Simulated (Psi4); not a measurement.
# UTPSS/def2-SVP run of CH2F3Si (SMILES [CH2][Si](F)(F)F)

What is the vertical ionisation energy of CH2F3Si at UTPSS/def2-SVP? 

Program for the calculation: Psi4 1.11.

## 1. The structure to begin with

CH2F3Si: 7 atoms, total charge 0, spin state doublet. As SMILES, `[CH2][Si](F)(F)F`. Geometry: relaxed at PBE0-D4/def2-TZVP.

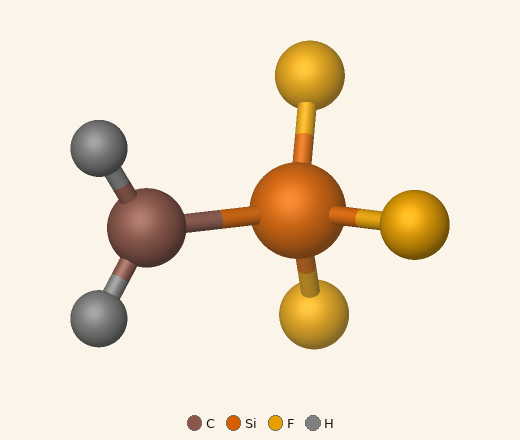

The structure, seen from a chosen angle (carbon brown, silicon orange, fluorine amber, hydrogen grey).

## 2. A single-point energy at UTPSS/def2-SVP

Input file ch2f3si.json:

```json
{
 "schema_name": "qcschema_input",
 "schema_version": 1,
 "molecule": {
  "schema_name": "qcschema_molecule",
  "schema_version": 2,
  "symbols": ["C", "Si", "F", "F", "F", "H", "H"],
  "geometry": [-1.30731253, 0.75910298, 1.4428059, 0.8369597, -0.49302955, -0.91368258, 0.01776343, 0.33731611, -3.65510827, 0.93617032, -3.47331662, -0.90914724, 3.62241601, 0.45599091, -0.4471092, -3.27130489, 1.16444924, 1.0246095, -0.71885182, 1.12079656, 3.37146038],
  "molecular_charge": 0,
  "molecular_multiplicity": 2,
  "fix_symmetry": "c1",
  "fix_com": true,
  "fix_orientation": true
 },
 "driver": "energy",
 "model": {
  "method": "tpss",
  "basis": "def2-SVP"
 },
 "keywords": {
  "reference": "uks",
  "puream": true,
  "e_convergence": 1e-09,
  "d_convergence": 1e-08,
  "scf_type": "pk",
  "dft_radial_points": 99,
  "dft_spherical_points": 590,
  "maxiter": 100,
  "scf_properties": ["DIPOLE", "LOWDIN_CHARGES", "QUADRUPOLE"]
 }
}
```

The run is started by

```
$ psi4 --qcschema ch2f3si.json -n 1 --memory 1600MB
```

stdout (excerpt; [...] marks lines left out):

```text
[...]
  Running in c1 symmetry.
[...]
  Nuclear repulsion =  252.903389428086911
[...]
  Multiplicity = 2
[...]
  Nalpha       = 25
  Nbeta        = 24
[...]
    Number of basis functions: 84
[...]
   @UKS iter   1:  -627.92889012818409   -2.97802e-01   8.67240e-03 DIIS/ADIIS
[...]
   @UKS iter  13:  -628.14860486782209   -5.57066e-12   7.49812e-09 DIIS
[...]
   @S^2 Observed:                7.540781877E-01
[...]
    Orbital Energies [Eh]
    ---------------------
    Alpha Occupied:
       1A    -65.775097     2A    -24.424773     3A    -24.424685
       4A    -24.423881     5A    -10.042153     6A     -5.209490
       7A     -3.590175     8A     -3.589886     9A     -3.585779
      10A     -1.127342    11A     -1.098973    12A     -1.097695
      13A     -0.662616    14A     -0.517892    15A     -0.455848
      16A     -0.452843    17A     -0.435953    18A     -0.413921
      19A     -0.399329    20A     -0.399046    21A     -0.376859
      22A     -0.371342    23A     -0.358913    24A     -0.348624
      25A     -0.246510
    Alpha Virtual:
[...]
  @UKS Final Energy:  -628.14860486782209
   => Energetics <=
    Nuclear Repulsion Energy =            252.9033894280869106
    One-Electron Energy =               -1374.7115199257593758
    Two-Electron Energy =                 552.3401521435350787
    DFT Exchange-Correlation Energy =     -58.6806265136846719
    Empirical Dispersion Energy =           0.0000000000000000
    VV10 Nonlocal Energy =                  0.0000000000000000
    Total Energy =                       -628.1486048678220868
[...]
 Multipole Moments:
 ------------------------------------------------------------------------------------
     Multipole            Electronic (a.u.)      Nuclear  (a.u.)        Total (a.u.)
 ------------------------------------------------------------------------------------
 L = 1.  Multiply by 2.5417464519 to convert [e a0] to [Debye]
 Dipole X            :        -41.6053285           41.0705517           -0.5347767
 Dipole Y            :         24.4838089          -24.1826364            0.3011725
 Dipole Z            :         45.4290011          -44.8409332            0.5880678
 Magnitude           :                                                    0.8500087
 L = 2.  Multiply by 1.3450342976 to convert [e a0^2] to [Debye ang]
 Quadrupole XX       :       -182.3821141          157.2672549          -25.1148592
 Quadrupole XY       :         30.3830207          -30.6908237           -0.3078030
[...]
```

The result, in JSON:

```text
{
 "driver": "energy",
 "model": {
  "method": "tpss",
  "basis": "def2-SVP"
 },
 "success": true,
 "return_result": -628.1486048678221,
 "properties": {
  "calcinfo_nbasis": 84,
  "calcinfo_nmo": 84,
  "calcinfo_nalpha": 25,
  "calcinfo_nbeta": 24,
  "calcinfo_natom": 7,
  "nuclear_repulsion_energy": 252.9033894280869,
  "return_energy": -628.1486048678221,
  "scf_one_electron_energy": -1374.7115199257594,
  "scf_two_electron_energy": 552.3401521435351,
  "scf_xc_energy": -58.68062651368467,
  "scf_dipole_moment": [-0.5347767129572958, 0.30117250371369764, 0.5880678292171595],
  "scf_total_energy": -628.1486048678221,
  "scf_iterations": 13
 }
}
```

Wall time 55 s (1 thread of Intel Xeon Platinum 8559C (Emerald Rapids), shared host); peak memory 0.91 GiB.

## 3. The singlet cation

Input file job.in:

```
memory 1600 mb

molecule {
  1 1
  C     -0.691800     0.401700     0.763500
  Si     0.442900    -0.260900    -0.483500
  F      0.009400     0.178500    -1.934200
  F      0.495400    -1.838000    -0.481100
  F      1.916900     0.241300    -0.236600
  H     -1.731100     0.616200     0.542200
  H     -0.380400     0.593100     1.784100
  units angstrom
  symmetry c1
}

set globals {
  reference            rks
  puream               true
  e_convergence        1e-09
  d_convergence        1e-08
  scf_type             pk
  dft_radial_points    99
  dft_spherical_points 590
}

E, wfn = energy('tpss/def2-SVP', return_wfn=True)
oeprop(wfn, 'WIBERG_LOWDIN_INDICES', 'MULLIKEN_CHARGES', 'DIPOLE')
```

The run is started by

```
$ psi4 job.in job.out -n 1
```

job.out (excerpt; [...] marks lines left out):

```text
[...]
  Running in c1 symmetry.
[...]
  Nuclear repulsion =  252.903389313826551
[...]
  Multiplicity = 1
[...]
  Nalpha       = 24
  Nbeta        = 24
[...]
    Number of basis functions: 84
[...]
   @RKS iter   1:  -627.63917919485550   -8.09122e-03   6.98272e-03 DIIS/ADIIS
[...]
   @RKS iter  13:  -627.75937805631020   -6.82121e-13   1.60506e-09 DIIS
[...]
  @RKS Final Energy:  -627.75937805631020
   => Energetics <=
    Nuclear Repulsion Energy =            252.9033893138265512
    One-Electron Energy =               -1362.5206842429931839
    Two-Electron Energy =                 540.1538149097625592
    DFT Exchange-Correlation Energy =     -58.2958980369060598
    Empirical Dispersion Energy =           0.0000000000000000
    VV10 Nonlocal Energy =                  0.0000000000000000
    Total Energy =                       -627.7593780563101973
[...]
 Multipole Moments:
 ------------------------------------------------------------------------------------
     Multipole            Electronic (a.u.)      Nuclear  (a.u.)        Total (a.u.)
 ------------------------------------------------------------------------------------
 L = 1.  Multiply by 2.5417464519 to convert [e a0] to [Debye]
 Dipole X            :          1.7479139           -3.8020410           -2.0541271
 Dipole Y            :         -1.0811882            2.1999371            1.1187489
 Dipole Z            :         -1.9071561            4.1778927            2.2707366
 Magnitude           :                                                    3.2599513
[...]
  Mulliken Charges: (a.u.)
   Center  Symbol    Alpha    Beta     Spin     Total
       1     C     2.95511  2.95511  0.00000  0.08979
       2    SI     6.47801  6.47801  0.00000  1.04397
       3     F     4.59995  4.59995  0.00000 -0.19990
       4     F     4.58731  4.58731  0.00000 -0.17462
       5     F     4.59862  4.59862  0.00000 -0.19724
       6     H     0.39041  0.39041  0.00000  0.21918
       7     H     0.39059  0.39059  0.00000  0.21883
   Total alpha = 24.00000, Total beta = 24.00000, Total charge =  1.00000
  Wiberg Bond Indices using Orthogonal Lowdin Orbitals:
[...]
```

It took 36 s on 1 thread of Intel Xeon Platinum 8559C (Emerald Rapids), shared host; peak memory 0.9 GiB.

## 4. Outcome

Level: UTPSS/def2-SVP.

| quantity | value |
| --- | --- |
| doublet CH2F3Si: total energy | -628.14860 Eh |
| doublet CH2F3Si: dipole moment | 2.16 D |
| doublet CH2F3Si: HOMO energy (highest over α and β) | -6.71 eV |
| doublet CH2F3Si: LUMO energy (lowest over α and β) | -3.91 eV |
| doublet CH2F3Si: ⟨S²⟩ | 0.754 |
| singlet cation: total energy | -627.75938 Eh |
| singlet cation: HOMO energy | -15.67 eV |
| singlet cation: LUMO energy | -14.12 eV |
| singlet cation: HOMO–LUMO gap | 1.55 eV |
| vertical ionisation energy (to the singlet cation) | 10.591 eV |

The vertical ionisation energy comes to 10.59 eV (1022 kJ/mol). Only the singlet of the ionised species was computed; a triplet could lie lower. Mulliken charges (singlet cation) run from -0.20 on F3 to +1.04 on Si2.
